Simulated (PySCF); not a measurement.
SMILES COC[SiH2]C(=O)OC, singlet at its GFN2-xTB optimised geometry (Å):

```
18

C      2.9334    -1.5361    -0.7820
O      2.3031    -0.3270    -0.4467
C      0.8909    -0.4065    -0.4774
Si     0.2716     1.3307     0.0000
C     -1.6527     1.3307     0.0000
O     -2.3501     2.3140     0.0000
O     -2.1481     0.0859     0.0293
C     -3.5663    -0.0434     0.0656
H      2.6587    -2.3349    -0.0811
H      2.6663    -1.8547    -1.7978
H      4.0056    -1.3582    -0.7277
H      0.5539    -0.7122    -1.4793
H      0.5409    -1.1803     0.2214
H      0.7222     2.3349    -0.9635
H      0.7103     1.6701     1.3560
H     -4.0056     0.3929    -0.8335
H     -3.7782    -1.1080     0.1190
H     -3.9675     0.4753     0.9383
```

Calculation: PySCF 2.14.0 with PBE/def2-SVP.

Map of the Laplacian of the electron density (e/bohr⁵) on the plane z = 1.2 Å:

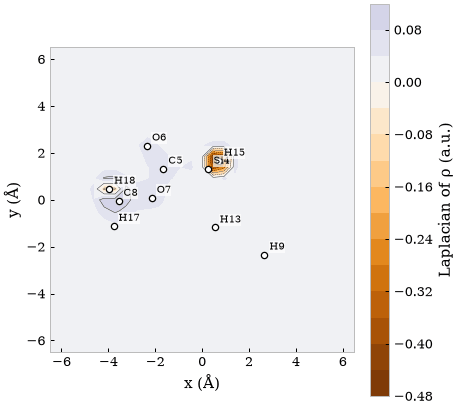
Figure. Laplacian of the electron density (e/bohr⁵) on the plane z = 1.2 Å.
